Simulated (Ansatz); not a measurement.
# BrFH3NSi: the cost of one run

All numbers below are computed with Ansatz 0.2.0 (UKS PBE-D4/def2-SVP).

### Step 1. The structure to begin with

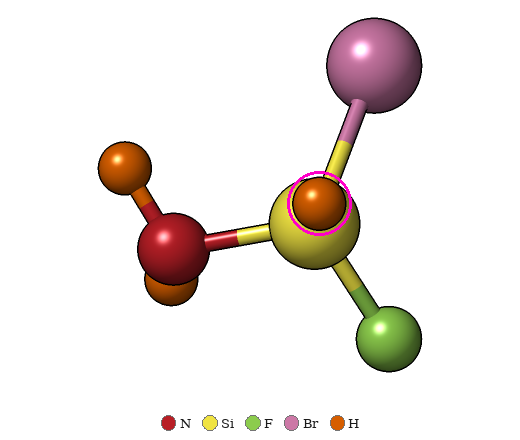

Start, viewed from a chosen angle; nitrogen red, silicon yellow, fluorine green, bromine pink, hydrogen orange. Ringed: H7.

As a file:

```xyz
7

N    -0.0814    1.0736   -0.0048
Si    0.3762   -0.4876    0.1823
F     0.0706   -0.8647    1.6947
Br   -0.8180   -1.6861   -1.1439
H    -1.0399    1.1933    0.4061
H    -0.2815    1.2970   -1.0088
H     1.8352   -0.5935   -0.1712
```

### Step 2. Relaxing end A

Input file input.yaml:

```yaml
crystal:
  periodic: [false, false, false]
  atoms:
    - { symbol: "N", position_ang: [-0.0814, 1.0736, -0.0048] }
    - { symbol: Si, position_ang: [0.3762, -0.4876, 0.1823] }
    - { symbol: F, position_ang: [0.0706, -0.8647, 1.6947] }
    - { symbol: Br, position_ang: [-0.818, -1.6861, -1.1439] }
    - { symbol: H, position_ang: [-1.0399, 1.1933, 0.4061] }
    - { symbol: H, position_ang: [-0.2815, 1.297, -1.0088] }
    - { symbol: H, position_ang: [1.8352, -0.5935, -0.1712] }
magnetization:
  spin_polarized: true
basis:
  gaussian: { orbitals: def2-SVP }
hamiltonian:
  xc: pbe
  dispersion: d4
relax:
  f_tol: 0.02
  max_steps: 50
output:
  orbitals: {}
```

Run with:

```console
ansatz run input.yaml --threads 2 --pin off --max-ram 3072MiB --backend cpu --events-out ev --progress --plain --runs-dir out
```

Q: Estimate wall time and peak memory on 2 threads of Intel Xeon Platinum 8488C (Sapphire Rapids), shared host.

About 22 s, with a peak of 0.19 GiB.
